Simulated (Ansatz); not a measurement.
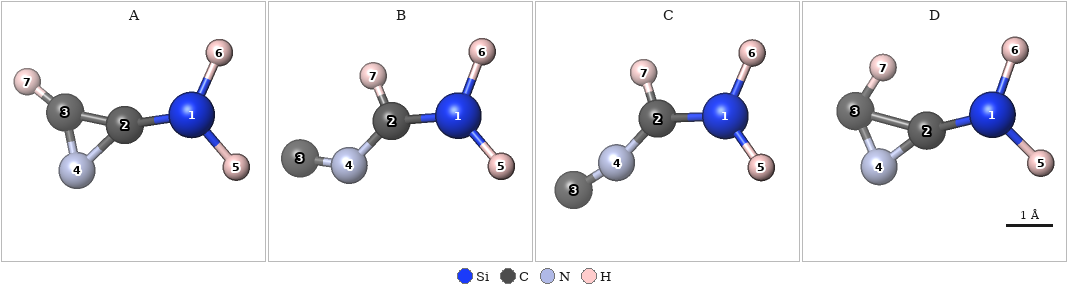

4 geometries from a converged minimum-energy path of C2H3NSi, shuffled. A ball-and-stick model, seen at a tilt.

Level of theory: UKS revPBE-D4/def2-SVP (Ansatz 0.2.0). Settings: 5 movable images; climbing image; force threshold 0.05 eV/Å; iteration limit 60; starting path through a guess of the saddle point.

Which of them lies highest in energy?

D. In order along the path, whose images run from 0 to 6: A (image 0, 0.0 kJ/mol), D (image 2, +176.1 kJ/mol), B (image 4, −9.6 kJ/mol), C (image 5, −75.0 kJ/mol). Breaking: C2–C3 (1.40 → 1.69 at the top → 2.56 Å), C3–H7 (1.10 → 1.15 at the top → 3.20 Å). Forming: C2–H7 (2.44 → 1.69 at the top → 1.11 Å).
